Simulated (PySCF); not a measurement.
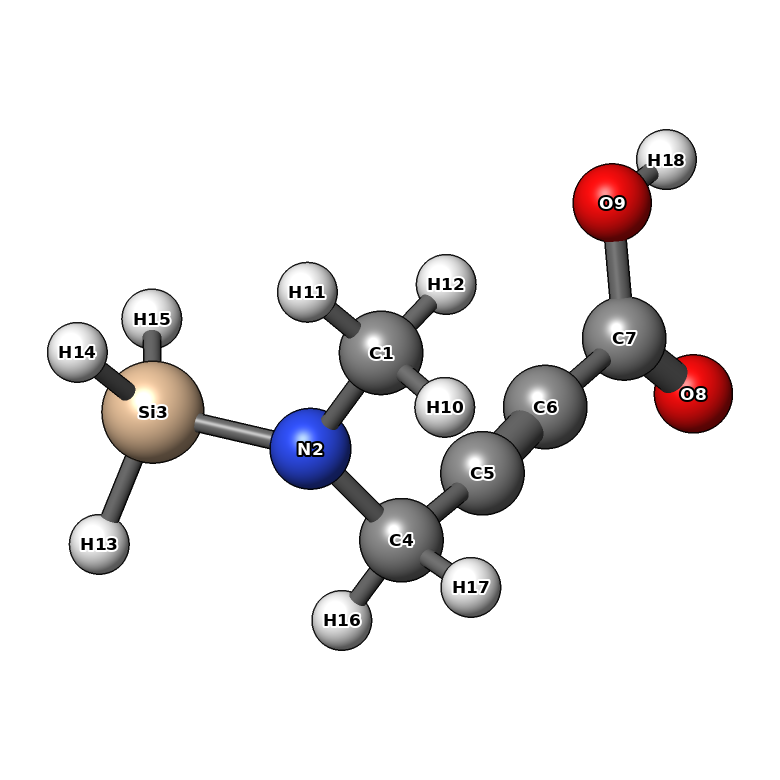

The thickness of each stick grows with its Mayer bond order. Computed geometry: GFN2-xTB optimisation. No frequency run is at hand to confirm it as a minimum. Method: PBE0/pcSseg-1 (PySCF 2.14.0).

Which bond between heavy atoms has the highest Mayer bond order?

Answer. C5–C6, 2.32, at a length of 1.204 Å.

List the Mayer bond orders of C1–N2, N2–Si3, N2–C4, C4–C5, C5–C6, C6–C7, C7–O8, C7–O9 (bonds between heavy atoms, one of each equivalent set).

```
  bond  Mayer order  length (Å)
 C1–N2         0.95       1.442
N2–Si3         0.95       1.725
 N2–C4         1.00       1.445
 C4–C5         1.05       1.450
 C5–C6         2.32       1.204
 C6–C7         1.06       1.436
 C7–O8         1.94       1.203
 C7–O9         1.17       1.343
```

The geometry is semi-empirical. Around Si such bond lengths and angles can be off by a tenth of an ångström or more and by several degrees, and values that hang on the shape move with them.
